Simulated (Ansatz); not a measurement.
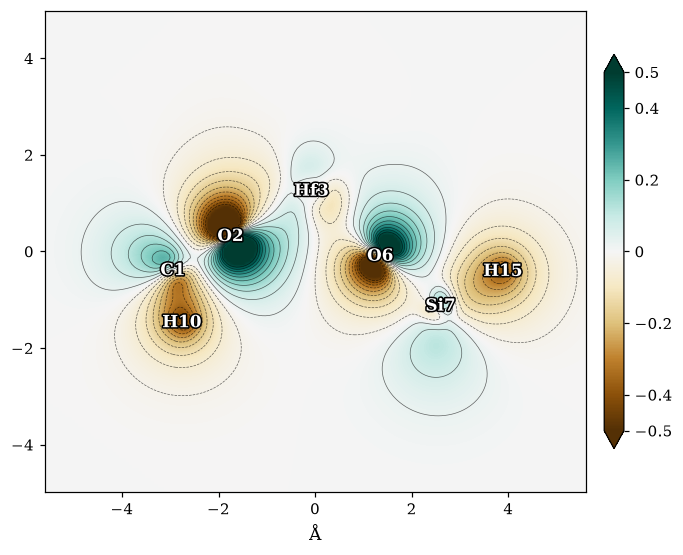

The picture shows: CH9HfNO3Si (SMILES C[O][Hf]([NH2])([OH])[O][SiH3]). The HOMO−1 on the plane of atoms O2, Hf3 and O6 (values in Å⁻³ᐟ²; the overall sign is arbitrary).

Geometry: PBE0-D4/def2-TZVP; core potentials replace the inner electrons of Hf.

All numbers below come from RKS PBE0-D4/def2-TZVPP (Ansatz 0.2.0).

```xyz
16

C     1.4831   -1.2291    2.2849
O     1.1196   -0.6447    1.0813
Hf    0.6019    0.2591   -0.5280
N     0.8306   -1.0464   -2.0806
O     1.6412    1.8247   -0.9637
O    -1.2905    0.7528   -0.3385
Si   -2.8868    1.0471   -0.3426
H     1.9159   -2.2213    2.1160
H     2.2271   -0.6170    2.8067
H     0.6120   -1.3419    2.9398
H     1.1364   -0.7931   -3.0091
H     0.6660   -2.0421   -2.0553
H     2.1507    2.6237   -0.8852
H    -3.6570   -0.2278   -0.3282
H    -3.2778    1.8170   -1.5558
H    -3.2723    1.8390    0.8584
```

What is the character of this orbital?

Answer. By Hirshfeld shares it lies mainly on O2 (about 35 %), O6 (about 20 %), C1 (about 10 %), Si7 (about 10 %) and H15 (about 5 %). Its energy is −8.10 eV.
